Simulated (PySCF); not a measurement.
Molecule: B(H)(I)2, SMILES IBI (HBI2), singlet. Atoms near the plane z = 0.6 Å, at the PBE0/def2-SVP optimised geometry (x, y, z in Å): B1 (-0.5, -0.4, 0.0), H2 (-1.1, -1.4, 0.0), I3 (1.6, -0.4, 0.0), I4 (-1.6, 1.4, 0.0).

Calculation: PBE0/def2-TZVP, def2 effective core potentials past Kr (PySCF 2.14.0). The core electrons that the potentials of I replace are not part of the density. The values are rescaled to run from 0 to 1.

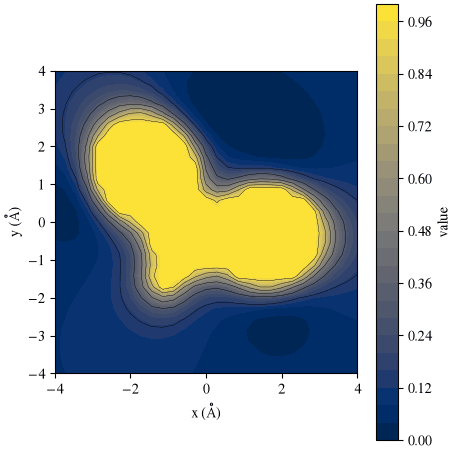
Figure: a field on the plane z = 0.6 Å.

Problem. Which quantity is mapped?
(A) electrostatic potential
(B) log10 of the electron density
(C) Laplacian of the electron density
(D) an orbital amplitude

Solution. A, electrostatic potential. In full: electrostatic potential (hartree/e), clipped to [-0.08, 0.12].
